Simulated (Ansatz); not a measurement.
# CdInI3 (model cell, started as cubic perovskite with Cd in the octahedra): following an unstable mode, part 3 of 3

Wanted: the energy along a soft mode of CdInI3 (model cell, started as cubic perovskite with Cd in the octahedra) and the structure at the end.

Ansatz 0.2.0; DFT PBEsol, scalar-relativistic, plane waves, PAW; PAW set soft_1.

So far. Step 5 (Energy along the mode, all amplitudes (two of the runs …): The lowest of the steps tried is the last one, at 0.6 Å, 28.6 meV/atom below the parent; the bottom of the well need not coincide with a step. Step 7 (The new phase in its own primitive cell): The largest force component left is 0.63 meV/Å and the pressure is -0.001 GPa, within the tolerances set. The cell now holds 39.99 Å³/atom. The relaxed cell has a = 8.273, c = 11.685 Å (conventional setting).

The structure was built from a prototype and need not be the compound's stable phase.

### 8. Modes of the new phase

A relaxed structure may still be a saddle point, so its zone-centre modes are computed. No field response is asked, since the mesh shows no gap.

File input.yaml:

```yaml
crystal:
  lattice:
    - [-4.1366558982, 4.1366558982, 5.8426696285]
    - [4.1366558982, -4.1366558982, 5.8426696285]
    - [4.1366558982, 4.1366558982, -5.8426696285]
  atoms:
    - { symbol: In, position: [0.1728108314, 0.1728108314, 0.0] }
    - { symbol: In, position: [0.8271891686, 0.8271891686, 0.0] }
    - { symbol: Cd, position: [0.5, 0.0, 0.5] }
    - { symbol: Cd, position: [0.0, 0.5, 0.5] }
    - { symbol: I, position: [0.7628224755, 0.2371775245, 0.0] }
    - { symbol: I, position: [0.2371775245, 0.7628224755, 0.0] }
    - { symbol: I, position: [0.25, 0.75, 0.5] }
    - { symbol: I, position: [0.75, 0.25, 0.5] }
    - { symbol: I, position: [0.7628224755, 0.7628224755, 0.5256449509] }
    - { symbol: I, position: [0.2371775245, 0.2371775245, 0.4743550491] }
kpoints:
  mp_grid: { grid: [6, 6, 6] }
hamiltonian:
  xc: pbesol
  pseudopotentials: { kind: paw, azcp: { folder: soft_1 }, xc_functional: pbe }
scf:
  occupations: { method: methfessel_paxton, width: 0.2 }
output:
  eigenvalues: true
phonons:
  method: dfpt
```

Launch:

```console
> ansatz run input.yaml --threads 4 --pin off --max-ram 16384MiB --backend cpu --events-out ev --progress --plain --runs-dir out
```

Numbers of over 12 decimals in the logs are rounded to 6 here.

The program printed:

```text
[...]
Crystal: 10 atoms, lattice volume = 399.917 Å³
Basis set: ecut = 420 eV, 7799 PW (Γ), exchange–correlation on 120×120×120 points (8 copies of the dense FFT grid, shifted against one another)
Bands: 101, of which v1, the nominal top of the filled ones, is band 84 counted from 1 (83 counted from 0)
Symmetry: 16 space group operations
k-points: 112 of 216 (irreducible under 1 space group operation, time reversal used)
[...]
SCF iter   1: F=—  HF=-72022.042953 eV  |F-HF|=—  |Δ(HF+E_count)|=         —  Δρ=4.56e-2  dr2=1.31e1  ethr=3.10e-3  ⟨swp⟩=8.6  Hψ=49128  notcnv=0
[...]
SCF iter  14: F=-72017.347015 eV  HF=-72017.347015 eV  |F-HF|=2.91e-11  |Δ(HF+E_count)|=  1.16e-10  S|Δr|=    0.00e0  Δρ=3.62e-8  dr2=8.42e-12  ethr=1.00e-12  ⟨swp⟩=16.9  Hψ=73578  notcnv=0
SCF 1 converged in 14 iterations: F = -72017.347015 eV  dr2 = 8.42e-12
[...]
DFPT response loops at Γ: preconditioner auto → none (partly filled bands, converged f_vac=0.170); β = 0.50; Broyden in place of MSR1
SCF converged after 14 iterations
[...]
Free energy (F): -72017.347015 eV
[...]
Internal energy: -72017.375848 eV  (E = F + TS)
E sigma→0 (E₀):  -72017.354224 eV
Entropy (-TS):   0.028833 eV (2.883 meV/atom)
Fermi energy:    4.921749 eV
[...]
--- Band table (eV; the first three rows and the last of 112) ---
  k-point 0: bands = [... 80 lower, 4.6254, 4.6684, 4.7622, 4.8914, 4.8914, 8.3493, 8.7969, 8.7969, ... 13 higher]
  k-point 1: bands = [... 80 lower, 4.5237, 4.6984, 4.7544, 4.8832, 5.4894, 8.3724, 8.8047, 8.8885, ... 13 higher]
  k-point 2: bands = [... 80 lower, 4.4233, 4.4511, 4.7675, 4.8726, 6.7529, 8.1904, 8.4594, 8.5518, ... 13 higher]
  k-point 111: bands = [... 80 lower, 4.2439, 4.4733, 4.6174, 4.6539, 7.2904, 7.8556, 8.3140, 8.8476, ... 13 higher]
--- Phonons (Γ-DFPT): 9 representative perturbations + reference, on 112 of 216 k-points (Σ response iterations 36) ---
  k mesh reduced under 1 symmetry operation, with k and −k counted as one. Each operation leaves every solved perturbation unchanged. A smaller set is not used because it would not reduce the number of displacements times k-points to solve
  ASR residual: 1.910e-4 → 0.000e0 eV/Å²; symmetrization residual: 9.631e-5 eV/Å²
  ASR residual per site (eV/Å²): 3.43e-5 3.43e-5 1.91e-4 1.91e-4 1.37e-4 1.37e-4 1.14e-5 1.14e-5 1.37e-4 1.37e-4
  Γ frequencies (cm⁻¹): -34.63 -34.63 -18.65 -18.65 0.00 0.00 0.00 0.84 20.16 20.16 25.57 25.57 29.82 43.94 44.25 44.25 49.56 50.25 53.55 53.55 60.50 61.44 77.54 108.60 110.68 110.68 122.91 127.72 127.72 138.40
  non-analytic LO–TO correction: not included (Born effective charges unavailable; polar crystals: no LO–TO splitting at Γ)
```

Wall time 35 min (4 threads of Arm Neoverse V1, shared host); peak memory 9.1 GiB; 2.3 h of CPU time.

Numbers from this step:

| Property | Result |
| --- | --- |
| sum-rule residual before enforcement | 1.91e-4 eV/Å² |
| point group | 4/mmm |
| highest optical mode at the zone centre (no LO-TO term) | 138.4 cm⁻¹ |
| lowest optical zone-centre mode | -34.63 cm⁻¹ |

Patterns of degenerate modes are one choice out of their space. The modes at Γ (shares of kinetic energy by element, %) (negative means imaginary):

| mode | frequency (cm⁻¹) | symmetry | In % | Cd % | I % |
| --- | --- | --- | --- | --- | --- |
| 1 | -34.6 | Eg | 32 | 0 | 68 |
| 2 | -34.6 | Eg | 32 | 0 | 68 |
| 3 | -18.6 | Eu | 32 | 2 | 66 |
| 4 | -18.6 | Eu | 32 | 2 | 66 |
| 5 | 0.0 | acoustic | 19 | 18 | 63 |
| 6 | 0.0 | acoustic | 19 | 18 | 63 |
| 7 | 0.0 | acoustic | 19 | 18 | 63 |
| 8 | 0.8 | A2u | 13 | 51 | 37 |
| 9 | 20.2 | Eu | 23 | 49 | 28 |
| 10 | 20.2 | Eu | 23 | 49 | 28 |
| 11 | 25.6 | Eg | 68 | 0 | 32 |
| 12 | 25.6 | Eg | 68 | 0 | 32 |
| 13 | 29.8 | B2g | 0 | 0 | 100 |
| 14 | 43.9 | B1u | 0 | 0 | 100 |
| 15 | 44.2 | Eg | 0 | 0 | 100 |
| 16 | 44.2 | Eg | 0 | 0 | 100 |
| 17 | 49.6 | A1g | 58 | 0 | 42 |
| 18 | 50.2 | B1g | 0 | 0 | 100 |
| 19 | 53.5 | Eu | 24 | 4 | 72 |
| 20 | 53.5 | Eu | 24 | 4 | 72 |
| 21 | 60.5 | A2g | 0 | 0 | 100 |
| 22 | 61.4 | A2u | 68 | 1 | 31 |
| 23 | 77.5 | A1g | 42 | 0 | 58 |
| 24 | 108.6 | B2u | 0 | 100 | 0 |
| 25 | 110.7 | Eu | 3 | 93 | 4 |
| 26 | 110.7 | Eu | 3 | 93 | 4 |
| 27 | 122.9 | A2u | 0 | 30 | 70 |
| 28 | 127.7 | Eu | 0 | 33 | 67 |
| 29 | 127.7 | Eu | 0 | 33 | 67 |
| 30 | 138.4 | B1g | 0 | 0 | 100 |

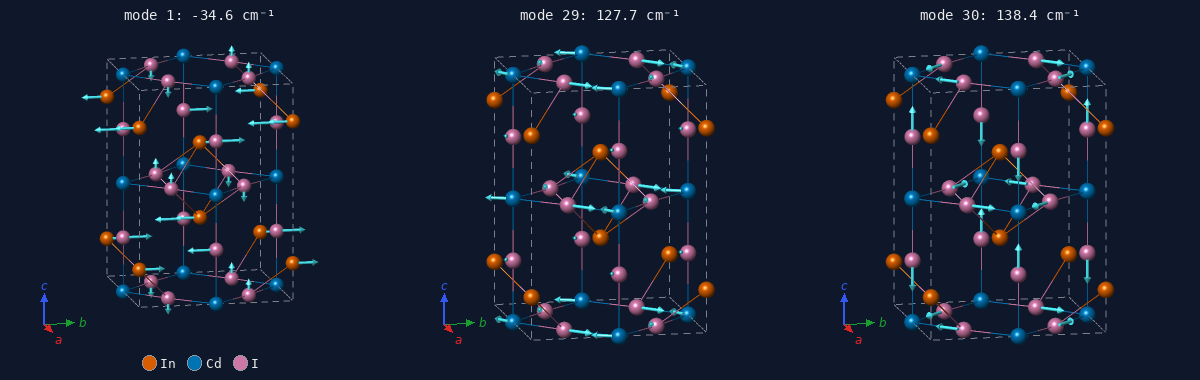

Displacement patterns of modes 1, 29 and 30 at Γ; arrows are exaggerated. Some periodic images of atoms are drawn too.

Before it was imposed, the acoustic sum rule was missed by 1.9e-4 eV/Å². Small misses are needed for a sound result but don't prove that mesh and cutoff are converged. The lowest optical mode is imaginary, 34.6i cm⁻¹, so the energy falls along it.

### 9. Summary of results

* unstable mode of the parent: q = (-0.5, -0.5, -0.5), 49i cm⁻¹
* depth at the lowest point sampled: 28.6 meV/atom
* largest atomic shift at that point: 0.6 Å
* space group reached (within 0.01 Å): I4/mmm
* energy gained over the parent (first relaxation, on the mesh of the frozen mode): 39.2 meV/atom
* volume per atom, phase reached: 40.0 Å³
* lowest optical zone-centre mode, phase reached: -34.6 cm⁻¹
* highest optical mode at the zone centre (no LO-TO term), phase reached: 138 cm⁻¹

In words: Along this mode the structure falls into I4/mmm, 39.2 meV/atom below the parent. At the parent's cell the well is 28.64 meV/atom deep on the steps tried, with its lowest point at a shift of 0.6 Å. That is the last step tried, so the steps alone don't bracket the bottom of the well. Relaxing atoms and cell changes the gain by +10.56 meV/atom against the lowest step (energies at zero smearing). The new phase still has an imaginary mode at the zone centre of its cell, so it is a saddle point on the way to a lower structure. Of the 6 patterns followed to their end from this parent, this one ends 29.0 meV/atom above the lowest, P4mm. Each path keeps the symmetry of its pattern, so a lower phase may lie along a pattern not tried. With no gap, or one that is small against the smearing, the frequencies hang on the k mesh and the smearing, most of all near Kohn anomalies. A semilocal functional can close a gap that the real compound would have, so the metallic treatment may be an artefact of the level. Spin-orbit coupling is left out, which can matter for the heavy elements here. The PAW files were made for PBE and serve the other functionals too. The starting cell was built on a prototype and not taken from a measurement, so the phase need not exist.

[Logs are printed without paths, hosts, clocks, repeated set-up lines and the standing remarks that a program may print on its own settings, such as how far it seeks lower states.]

[Hosts, paths, dates, database ids (printed as entryN), source tags and the programs' standing remarks are cut or masked in the printed files.]
